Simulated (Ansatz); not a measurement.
The reference is InSe in the beta-GaS type structure (space group P6_3/mmc, No. 194; a = 4.032 Å, c = 16.764 Å; layered, stacked along the Cartesian z axis). Axes: x lies along a and z along c of the hexagonal cell.

Now apply this change: the cell is stretched by 4.47 % along z with no lateral relaxation; the atoms relax in the strained cell.

Calculations: DFT with PBE-D3(BJ), PAW potentials and a 420 eV plane-wave cutoff in Ansatz (a quantum-chemistry and plane-wave program), without spin-orbit coupling.

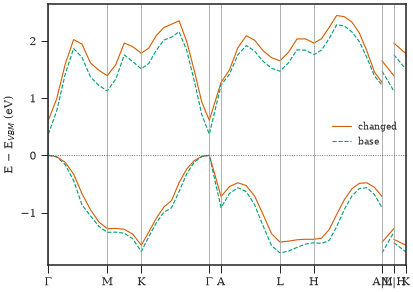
Highest valence and lowest conduction band along the path, each from its own valence-band maximum

Q: From the figure, how large is the changed gap, and is it direct?

A: About 0.6 eV, direct at Γ.

Whether these cells are dynamically stable was not tested.
